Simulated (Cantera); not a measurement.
Input: 1 mol Si3N4, 0.072 mol H2O, 4.1 mol N2, held at 975 Torr.

Method: chemical equilibrium by Gibbs-energy minimisation in Cantera with the NASA 1993 tables (ideal gas, pure condensed phases). Candidate condensed phases: H2O, Si, SiO2, Si2N2O, Si3N4; 35 gas species. Mutual solubility and eutectic melting of coexisting phases are not modelled. The tables' values for SiN are old estimates; treat these amounts as uncertain. Kinetics and transport are ignored.

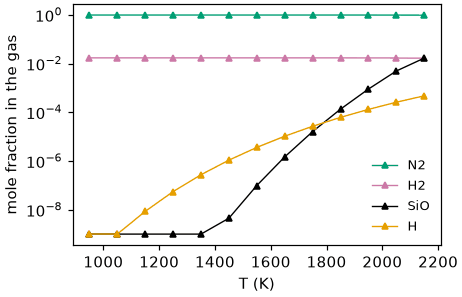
Figure. Equilibrium gas composition (values under 1e-9 drawn at 1e-9)

From 950 K to 2050 K the condensed part is Si2N2O(s) + Si3N4(s). At 2150 K the condensed part is Si3N4(s).
